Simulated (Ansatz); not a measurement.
**CH$_{4}$BrSi (SMILES C1[SiH2][Br+]1) (charge +1): density, localisation and related maps**

Input file:

```
crystal:
  periodic: [false, false, false]
  atoms:
    - {symbol: C, position_ang: [-2.209602, -0.788116, 0.872070]}
    - {symbol: Br, position_ang: [-2.063130, 1.234513, 0.541555]}
    - {symbol: Si, position_ang: [-1.826476, -0.591340, -0.926494]}
    - {symbol: H, position_ang: [-3.233756, -0.984673, 1.215656]}
    - {symbol: H, position_ang: [-1.425448, -1.053980, 1.593167]}
    - {symbol: H, position_ang: [-2.947882, -0.603018, -1.883057]}
    - {symbol: H, position_ang: [-0.420405, -0.699652, -1.355391]}
basis:
  gaussian: {orbitals: def2-TZVPD}
total_charge: 1
hamiltonian: {xc: pbe0}
output: {forces: true, orbitals: {seedname: orbitals}}
```

Launched as:

```sh
ansatz run input.yaml --threads 1 --pin off --max-ram 2610MiB --events-out events.jsonl --progress --plain --runs-dir runs
```

Geometry: r2SCAN-D4/def2-SVP.

Computed with Ansatz, isolated molecule in a Gaussian basis; Kohn-Sham density functional theory, functional PBE0.

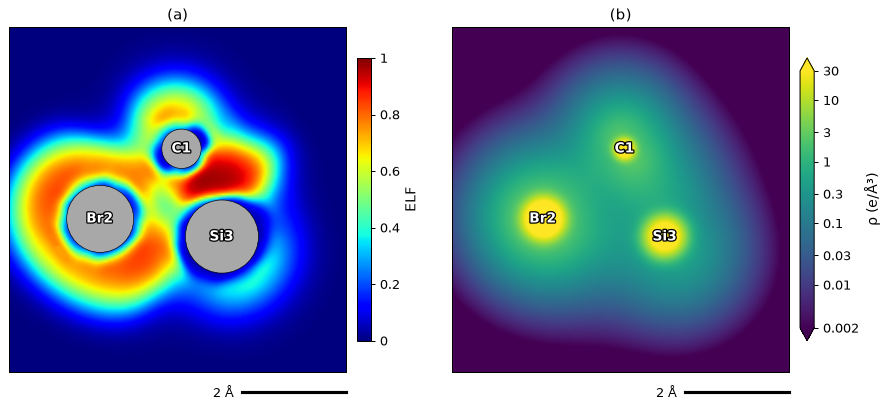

Figure 1. (a) ELF; (b) electron density on the plane of atoms C1, Si3 and Br2. Grey discs cover the atomic cores in the ELF map.

Q: What do the fields say about this system?

A: The section cuts through C, Br and Si sites.
C–Si (1.85 Å): ρ at the midpoint is about 0.99 e/Å³; the ELF peaks at about 0.95 between the atoms, as expected for localised, covalent bonding.
C–Br (2.05 Å): ρ at the midpoint is about 0.84 e/Å³; the ELF peaks at about 0.75 between the atoms: a covalent bond.
Si–Br (2.35 Å): the density is about 0.58 e/Å³ at the midpoint, with its minimum of 0.45 e/Å³ about 0.9 Å from Si; the ELF peaks at about 0.70 between the atoms.
The ELF also peaks beside Br2, away from the bonds: lone-pair regions.

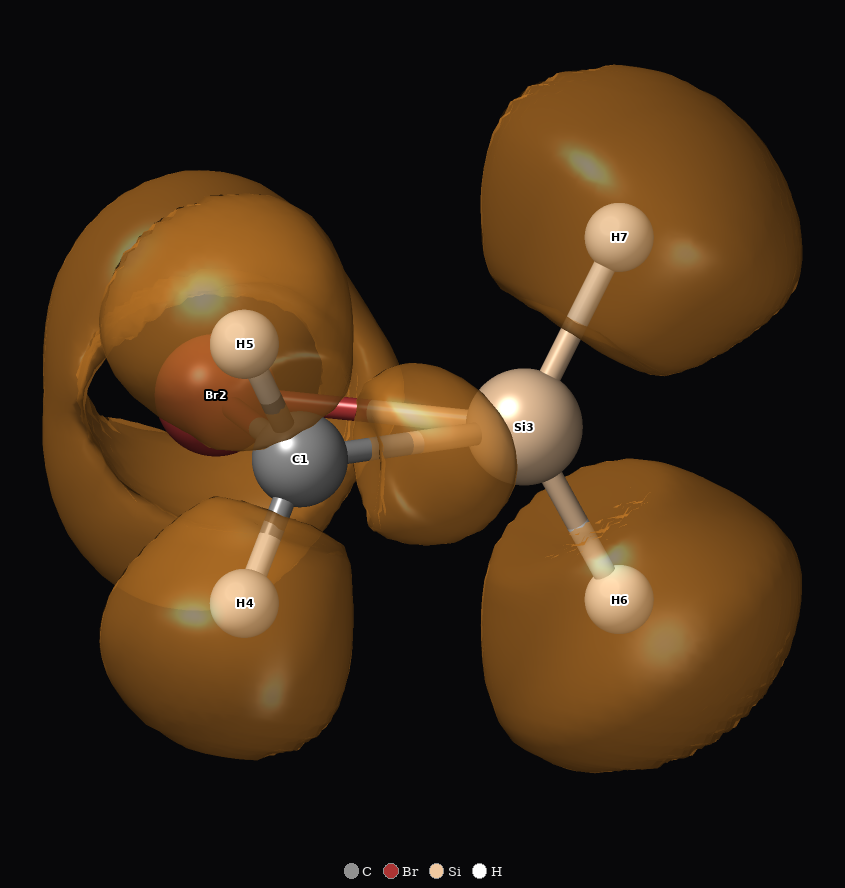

Figure 2. Isosurface of the ELF at 0.8 (orange), seen at a tilt. Only the valence region is drawn (cores and ρ < 0.01 e/Å³ removed).

Q: Identify the bonds, lone pairs and shells in this picture.

A: The surface consists of one region between bonded C–Si atoms (shared pairs), four regions around hydrogen nuclei and one region wrapped around Br (its lone pairs, merged into a ring or cap).

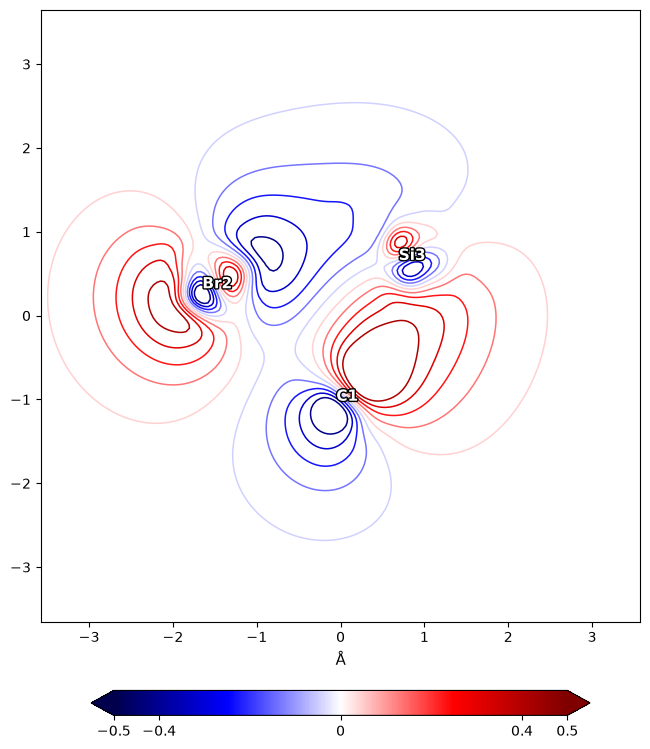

Figure 3. The HOMO−1 on the plane of atoms C1, Br2 and Si3 (values in Å⁻³ᐟ²; the overall sign is arbitrary).

Q: Describe this orbital and give its energy.

A: It lies mainly on Br2 (about 40 %), C1 (about 25 %) and Si3 (about 25 %). Its energy is −15.12 eV.
